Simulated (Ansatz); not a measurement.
# The cluster B2N2− (doublet): inputs that go wrong

Aim: try 2 inputs for the cluster B2N2− (doublet) as typed, read how each ends, and find what has to change.

Method: the settings change from run to run; program: Ansatz 0.2.0, Gaussian basis.

## 1. The molecule

The geometry comes from an earlier relaxation with PBE0-D4 in a triple-zeta def2 set; it is a stationary point.

4 atoms, charge -1, spin multiplicity 2.

Atoms are counted from 1 here; the program's logs count them from 0.

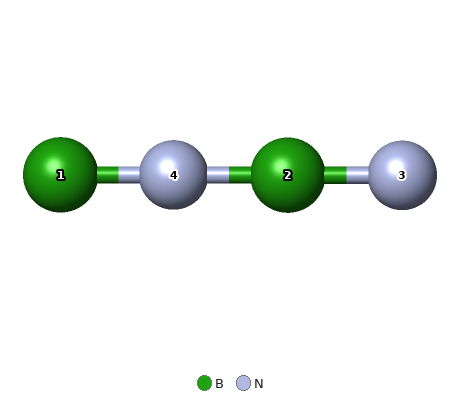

The structure; boron green, nitrogen light blue; atoms are numbered from 1 in the order of the file.

As a file:

```
B     0.8678    0.2862    1.7622
B    -0.2890   -0.0953   -0.5868
N    -0.8724   -0.2876   -1.7700
N     0.2936    0.0967    0.5945
```

## 2. Try 1

in.yaml reads:

```yaml
crystal:
  periodic: [false, false, false]
  atoms:
    - {symbol: B, position_ang: [1.909222, 0.629580, 3.876946]}
    - {symbol: B, position_ang: [-0.635715, -0.209644, -1.290859]}
    - {symbol: N, position_ang: [-1.919366, -0.632662, -3.894032]}
    - {symbol: N, position_ang: [0.645859, 0.212704, 1.307924]}
basis:
  gaussian: {orbitals: def2-SVP}
total_charge: -1
magnetization: {spin_polarized: true, initial_magnetization: 1}
hamiltonian: {xc: {name: SVWN5}}
scf: {omitted_lower_state_checks: [starts]}
```

Run with:

```bash
ansatz run in.yaml --threads 4 --pin off --events-out ev --progress --plain --max-ram 3916MiB
```

The program printed:

```text
Functional definition: SVWN5
  name "SVWN5"
  cite "Dirac, Proc. Camb. Phil. Soc. 26, 376 (1930) doi:10.1017/S0305004100016108"
  cite "Slater, Phys. Rev. 81, 385 (1951) doi:10.1103/PhysRev.81.385"
  cite "Vosko, Wilk & Nusair, Can. J. Phys. 58, 1200 (1980) doi:10.1139/p80-159"
  exchange = slater_x
  correlation = vwn5_c
these checks for a lower state are left out or cut short: starts
652 factors; their error is unknown
mean field evaluation 1: about -4216.5340 eV, gradient 7.3e1 eV
mean field evaluation 2: about -3799.0616 eV, gradient 1.4e2 eV
mean field evaluation 4: about -4057.0943 eV, gradient 1.1e2 eV
mean field evaluation 8: about -4268.7267 eV, gradient 4.3e0 eV
mean field evaluation 16: about -4269.7471 eV, gradient 1.9e-1 eV
mean field evaluation 32: about -4269.7675 eV, gradient 2.1e-4 eV
mean field -4269.76746299 eV, -156.9110601125 hartree, gradient 2.2e-6 eV, S^2 3.362121; 0 other end points of the search recorded, 0 dependent functions left out
reference -4269.76749433 eV, -156.9110612642 hartree; 13, 12 occupied and 43, 44 virtual orbitals, 652 factors
Total energy: -4269.76749433 eV, -156.9110612642 hartree
Checks for a lower state left out: starts
```

Wall time 1.4 s (4 threads of Arm Neoverse V2, shared host).

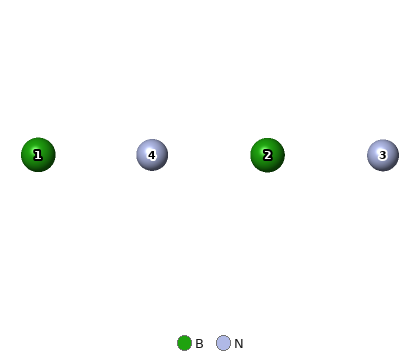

The geometry of this input.

**Diagnosis.** The run converged, but a converged run isn't a right one. The geometry is stretched to more than twice its size. The shortest distance is 2.89 Å (B1–N4), against 1.32 Å in the relaxed molecule. Its energy is no property of the relaxed molecule. To mend it, use the relaxed coordinates.

## 3. Try 2

in.yaml reads:

```yaml
crystal:
  periodic: [false, false, false]
  atoms:
    - {symbol: B, position_ang: [0.867828, 0.286173, 1.762248]}
    - {symbol: B, position_ang: [-0.288961, -0.095293, -0.586754]}
    - {symbol: N, position_ang: [-0.872439, -0.287574, -1.770015]}
    - {symbol: N, position_ang: [0.293572, 0.096684, 0.594511]}
basis:
  gaussian: {orbitals: "6-311G**"}
total_charge: -1
magnetization: {spin_polarized: true, initial_magnetization: 1}
hamiltonian: {xc: {name: r2SCAN}, dispersion: d4}
scf: {omitted_lower_state_checks: [starts]}
```

Same command.

The program printed:

```text
Error: <dir> can't be read: No such file or directory (os error 2)
```

Run time: 0.05 s. Hardware: 4 threads of Arm Neoverse V2, shared host.

What is wrong: The run ended at the input check. It says: «<dir> can't be read: No such file or directory (os error 2)» No basis of that name is known. Fix: choose a basis that the program's library holds for every element.

## 4. How the tries ended

```
try            level      ended                                                  cause    time
  1   SVWN5/def2-SVP  converged  the geometry is stretched to more than twice its size   1.4 s
  2  r2SCAN/6-311G**    refused                         no basis of that name is known  0.05 s
```

In words: 1 converged, 1 refused. A refusal costs next to no computing time. The dangerous case is the input that converges on a wrong geometry, charge, spin, basis or grid: often only a look at the input shows it.
